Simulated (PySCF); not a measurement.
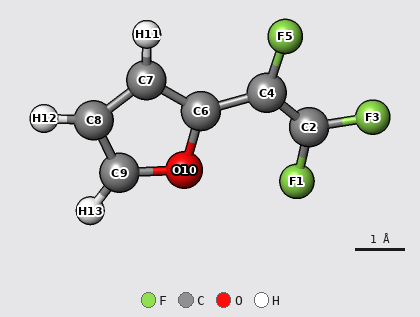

The structure (ball-and-stick view, seen at a tilt; atoms are numbered from 1 in the order of the input).

## What a change does: NMR shielding calculation on C6H3F3O

System: C6H3F3O.
Method of run 1: GIAO PBE0/pcSseg-1 NMR shielding, non-relativistic, gas phase (PySCF 2.14.0).

The geometry comes from this level: GFN2-xTB, MD frame at 425 fs, 300 K. Text and figures count atoms from 1; the logs count them from 0 in places.

### Input, run 1
```
{"job": {"kind": "nmr", "xc": "PBE0", "basis": "pcSseg-1", "pop": false}, "charge": 0, "multiplicity": 1}
F     -2.716200    -0.367200    -1.285800
C     -2.870200    -0.085700    -0.013300
F     -4.129400     0.306800     0.167500
C     -1.889700     0.002500     0.914300
F     -2.172700     0.315700     2.227400
C     -0.579000    -0.382500     0.560800
C      0.562100    -0.567800     1.338400
C      1.591900    -0.918100     0.475800
C      1.022100    -0.903600    -0.756500
O     -0.283100    -0.567000    -0.762300
H      0.628800    -0.383400     2.423700
H      2.620100    -1.113000     0.592700
H      1.518900    -1.278000    -1.655900
```

The first line tells a small driver script what to run in PySCF; the rest is the geometry in Å.

Command:
```bash
OMP_NUM_THREADS=1 python <driver script> task.json out
```

Hardware: 1 CPU thread, shared host.

### Output (run 1)
```
coarse grid: 12720 points
cycle   1  E = -604.1921828259  dE =  2.094e+00  |g| = 8.636e-01  |ddm| = 3.632e+00
cycle   2  E = -603.9459770437  dE =  2.462e-01  |g| = 1.433e+00  |ddm| = 1.699e+00
cycle   3  E = -604.3294407984  dE = -3.835e-01  |g| = 1.395e-01  |ddm| = 1.181e+00
cycle   4  E = -604.3315726330  dE = -2.132e-03  |g| = 1.025e-01  |ddm| = 1.994e-01
cycle   5  E = -604.3336063806  dE = -2.034e-03  |g| = 1.713e-02  |ddm| = 8.007e-02
cycle   6  E = -604.3336439207  dE = -3.754e-05  |g| = 9.835e-03  |ddm| = 1.885e-02
cycle   7  E = -604.3336665559  dE = -2.264e-05  |g| = 1.202e-03  |ddm| = 9.054e-03
cycle   8  E = -604.3336668844  dE = -3.285e-07  |g| = 5.231e-04  |ddm| = 1.485e-03
final grid: 129384 points
cycle   9  E = -604.4228478167  dE = -3.960e-05  |g| = 1.168e-02  |ddm| = 3.656e-02
cycle  10  E = -604.4228066705  dE =  4.115e-05  |g| = 1.929e-02  |ddm| = 2.055e-02
cycle  11  E = -604.4228722303  dE = -6.556e-05  |g| = 1.943e-03  |ddm| = 1.319e-02
cycle  12  E = -604.4228730842  dE = -8.540e-07  |g| = 5.386e-04  |ddm| = 2.116e-03
cycle  13  E = -604.4228731358  dE = -5.161e-08  |g| = 1.602e-04  |ddm| = 5.644e-04
cycle  14  E = -604.4228731406  dE = -4.805e-09  |g| = 4.363e-05  |ddm| = 1.557e-04
cycle  15  E = -604.4228731411  dE = -4.234e-10  |g| = 1.595e-05  |ddm| = 5.303e-05
converged SCF energy = -604.4228731411

GIAO shielding tensors (ppm)
atom      isotropic    diamagn.    paramagn.     s11        s22        s33       span
  0 F      274.600     475.211    -200.610    252.157    276.425    295.219     43.062
  1 C       18.681     246.233    -227.552    -28.563     27.798     56.807     85.370
  2 F      260.114     466.875    -206.761    238.022    259.215    283.105     45.083
  3 C       49.372     247.080    -197.708     14.208     48.930     84.979     70.771
  4 F      373.380     469.710     -96.329    348.996    378.869    392.276     43.281
  5 C       34.881     257.960    -223.079    -32.343     40.101     96.885    129.228
  6 C       70.183     251.714    -181.531     -6.427     54.298    162.678    169.104
  7 C       67.858     257.657    -189.799    -32.728     71.412    164.892    197.620
  8 C       33.257     249.924    -216.667    -54.557     52.619    101.709    156.266
  9 O       48.678     398.680    -350.002    -97.482    -14.781    258.297    355.779
 10 H       24.368      30.862      -6.495     21.185     25.012     26.905      5.720
 11 H       25.005      32.121      -7.116     23.623     25.104     26.289      2.667
 12 H       23.750      29.540      -5.790     20.592     24.911     25.747      5.155
```

For run 2 the input was changed thus:
```diff
-F     -2.716200    -0.367200    -1.285800
-C     -2.870200    -0.085700    -0.013300
-F     -4.129400     0.306800     0.167500
-C     -1.889700     0.002500     0.914300
-F     -2.172700     0.315700     2.227400
-C     -0.579000    -0.382500     0.560800
-C      0.562100    -0.567800     1.338400
-C      1.591900    -0.918100     0.475800
-C      1.022100    -0.903600    -0.756500
-O     -0.283100    -0.567000    -0.762300
-H      0.628800    -0.383400     2.423700
-H      2.620100    -1.113000     0.592700
-H      1.518900    -1.278000    -1.655900
+F     -2.423400    -0.569000    -1.558700
+C     -2.661400     0.011900    -0.413400
+F     -3.993200     0.193600    -0.144400
+C     -1.688400     0.329700     0.442200
+F     -2.044300     0.706300     1.642100
+C     -0.286800     0.061900     0.320000
+C      0.784400    -0.044000     1.184700
+C      1.890300    -0.323500     0.395600
+C      1.493700    -0.410100    -0.924400
+O      0.222900    -0.138100    -0.945700
+H      0.731200     0.023200     2.310000
+H      2.914900    -0.438000     0.755300
+H      1.982000    -0.553400    -1.873700
```

What does this change do to the results?

With the same method and basis, run 2 lies 1.7 kcal/mol lower. The HOMO goes from −6.28 to −6.37 eV. The LUMO goes from −1.21 to −1.09 eV. The dipole moment goes from 2.44 to 2.34 D. Of all shieldings, the largest change is that of O10, by −27.0 ppm. The SCF takes 14 iterations against 15.

### Output (run 2)
```
coarse grid: 12720 points
cycle   1  E = -604.2022030661  dE =  2.154e+00  |g| = 8.527e-01  |ddm| = 3.632e+00
cycle   2  E = -603.9915289091  dE =  2.107e-01  |g| = 1.377e+00  |ddm| = 1.582e+00
cycle   3  E = -604.3354715735  dE = -3.439e-01  |g| = 9.761e-02  |ddm| = 1.052e+00
cycle   4  E = -604.3364074792  dE = -9.359e-04  |g| = 7.665e-02  |ddm| = 1.402e-01
cycle   5  E = -604.3375975750  dE = -1.190e-03  |g| = 1.053e-02  |ddm| = 6.088e-02
cycle   6  E = -604.3376129934  dE = -1.542e-05  |g| = 5.201e-03  |ddm| = 1.002e-02
cycle   7  E = -604.3376192476  dE = -6.254e-06  |g| = 1.052e-03  |ddm| = 4.932e-03
final grid: 129384 points
cycle   8  E = -604.4255226589  dE = -3.234e-05  |g| = 1.255e-02  |ddm| = 3.463e-02
cycle   9  E = -604.4254660655  dE =  5.659e-05  |g| = 2.156e-02  |ddm| = 2.195e-02
cycle  10  E = -604.4255508629  dE = -8.480e-05  |g| = 1.867e-03  |ddm| = 1.523e-02
cycle  11  E = -604.4255516761  dE = -8.131e-07  |g| = 4.470e-04  |ddm| = 1.984e-03
cycle  12  E = -604.4255517086  dE = -3.253e-08  |g| = 1.441e-04  |ddm| = 4.475e-04
cycle  13  E = -604.4255517124  dE = -3.831e-09  |g| = 4.109e-05  |ddm| = 1.390e-04
cycle  14  E = -604.4255517128  dE = -3.581e-10  |g| = 1.276e-05  |ddm| = 4.700e-05
converged SCF energy = -604.4255517128

GIAO shielding tensors (ppm)
atom      isotropic    diamagn.    paramagn.     s11        s22        s33       span
  0 F      290.182     475.039    -184.857    257.123    297.754    315.668     58.545
  1 C       16.392     252.721    -236.329    -35.081     30.791     53.465     88.547
  2 F      269.063     468.758    -199.695    244.028    260.395    302.767     58.738
  3 C       56.656     244.338    -187.682     19.260     56.371     94.337     75.077
  4 F      382.658     470.054     -87.396    314.845    399.542    433.588    118.742
  5 C       36.329     257.236    -220.907    -23.869     39.183     93.672    117.541
  6 C       68.867     252.508    -183.641     -9.718     51.801    164.518    174.236
  7 C       68.584     256.031    -187.447     -9.173     60.724    154.202    163.375
  8 C       40.861     252.869    -212.008    -44.548     50.261    116.870    161.418
  9 O       21.662     398.522    -376.860   -152.689    -36.418    254.093    406.782
 10 H       23.807      30.060      -6.253     20.697     24.395     26.330      5.633
 11 H       24.881      29.867      -4.985     22.324     25.274     27.046      4.721
 12 H       23.654      30.117      -6.463     20.790     24.661     25.511      4.721
```

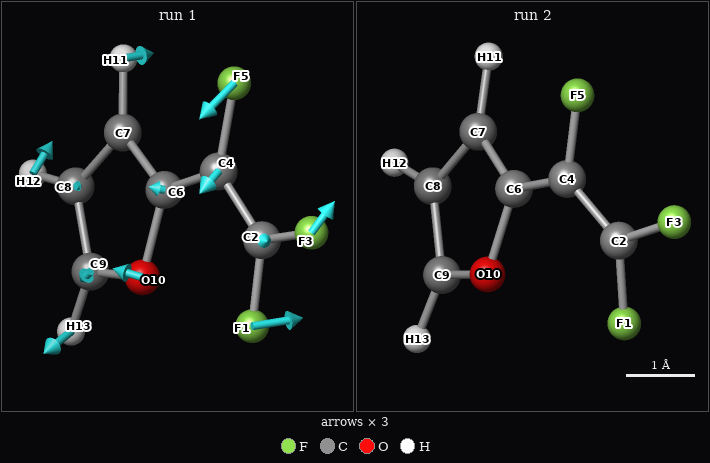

The two input geometries at one scale (ball-and-stick view, seen at a tilt). The teal arrows on the first give the shifts of the atoms after the best rigid fit, magnified 3 times. The atom that moves furthest after the best rigid fit is F1 (0.28 Å). Largest moves by element: F 0.28 Å, H 0.23 Å, C 0.17 Å, O 0.17 Å. Among the contacts that change: C4–F5 1.379 → 1.307 Å, C9–O10 1.348 → 1.300 Å, C2–F3 1.331 → 1.371 Å, C8–H12 1.053 → 1.092 Å.

### The two runs side by side

```csv
quantity,run 1,run 2
outcome,converged,converged
total energy (hartree),−604.422873,−604.425552
HOMO (eV),−6.28,−6.37
LUMO (eV),−1.21,−1.09
dipole moment (D),2.44,2.34
shielding of F1 (ppm),274.6,290.2
shielding of C2 (ppm),18.7,16.4
shielding of F3 (ppm),260.1,269.1
shielding of C4 (ppm),49.4,56.7
shielding of F5 (ppm),373.4,382.7
shielding of C9 (ppm),33.3,40.9
shielding of O10 (ppm),48.7,21.7
SCF iterations,15,14
basis functions,185,185
wall time (shared host),41 s,51 s
```
